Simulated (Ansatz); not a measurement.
# A thicker film of CeO2 (111) from two thinner ones

In a field along its normal an insulating film takes a dipole p. Written as a length, p/(ε₀AE), it should grow by 1 − 1/ε for each ångström added.

**Method.** Ansatz 0.2.0, plane waves with PAW datasets (its set soft_2), PBEsol; fluorite films relaxed at a bulk in-plane lattice constant near the measured one, then held in weak fields of both signs with a dipole correction (A is the cell's area, E the outer field).

| run | distance between the outer atoms (Å) | p/(ε₀AE) (Å) |
| --- | --- | --- |
| 2 units | 4.553 | 5.514 |
| 3 units | 7.666 | 8.229 |
| 5 units | 13.884 | ? |

**Question.** What value belongs in the row marked “?”, and how far can the other rows tell?

Two rows fix a line: slope = (8.229 − 5.514) / (7.666 − 4.553) = 0.8721, intercept 1.5434. That slope means ε = 1/(1 − 0.8721) = 7.82. At 13.884 it gives 0.8721 × 13.884 + 1.5434 = 13.652 Å, beyond the rows fitted. Rounding of the rows alone allows about ±0.005 Å there; two rows can't show whether the line holds.

The run itself gives 13.651 Å: a miss of −0.001 Å, or 0.0 % of the value. The length is met to within 1 %, though ε is more sensitive than the length: the two thickest films give ε = 7.81.

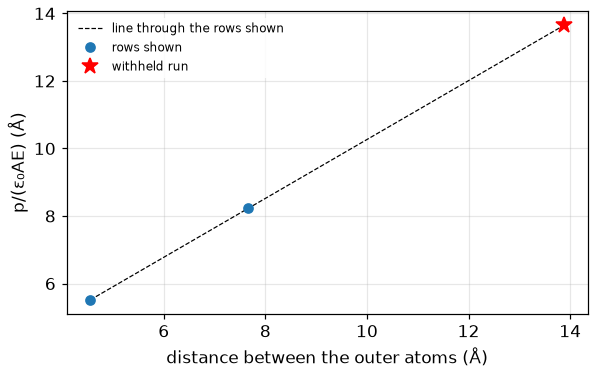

The fit and the withheld run.

**Limits.** This is the electronic response alone. A unit is one step of the cut along the normal (a plane, a pair of planes or a cell), and the layers relax along it, away from their bulk spacing where the functional's lattice constant differs from the one held.
